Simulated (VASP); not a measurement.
Here is the system:

```
CELL_PARAMETERS angstrom
     -1.71362     1.71362     1.71362
      1.71362    -1.71362     1.71362
      1.71362     1.71362    -1.71362
ATOMIC_POSITIONS crystal
  Li 0.00000 0.00000 0.00000
```

Computed with rev-vdW-DF2, VASP's PBE PAW potentials (set 64) (plane waves; VASP 6.6.1). Numerical set-up: 520 eV cut-off, 17×17×17 Γ-centred mesh, tetrahedra with Blöchl corrections, potentials Li_sv.

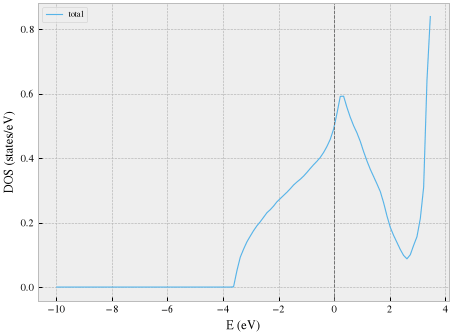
Fig. 1. Total and projected density of states, zero at the Fermi level

Within 2 eV below the Fermi level the largest weight inside VASP's projection spheres is Li p, then Li s.

It has no gap at this level: it comes out as a metal or semimetal.

The compound is Li in the bcc structure. It was relaxed first, which changed the volume by -5 %.
